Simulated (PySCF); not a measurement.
Molecule: SMILES [Cl][Ge]([Cl])([Cl])[c]1ccc(cc1)[Si](Cl)(Cl)Cl (C6H4Cl6GeSi). Atoms near the plane z = 1.0 Å, at the GFN2-xTB optimised geometry (x, y, z in Å): Si1 (3.4, 0.0, 0.0), Cl2 (4.0, -0.4, 1.9), C5 (1.5, -0.1, 0.0), C8 (-1.3, 0.0, 0.0), C9 (-0.6, 1.0, 0.6), C10 (0.8, 1.0, 0.6), Ge11 (-3.3, 0.0, 0.0), Cl12 (-4.1, -1.0, 1.7), Cl14 (-4.1, 1.9, 0.0), H17 (-1.2, 1.8, 1.0), H18 (1.3, 1.8, 1.0).

Method: PySCF with PBE0/def2-SVP. The values are rescaled to run from 0 to 1.

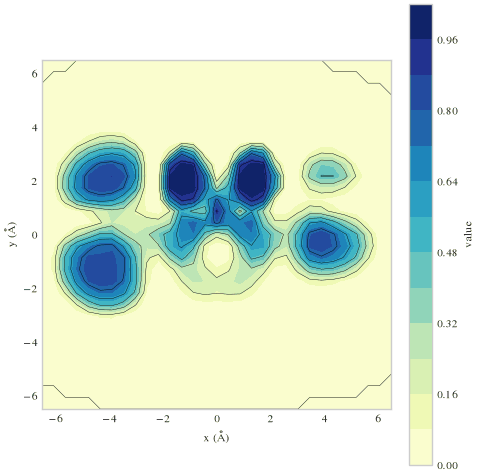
Fig. 1. a field on the plane z = 1.0 Å.

Q: Which quantity is mapped?
A. electron localisation function
B. Laplacian of the electron density
C. an orbital amplitude
D. electrostatic potential

A: A, electron localisation function
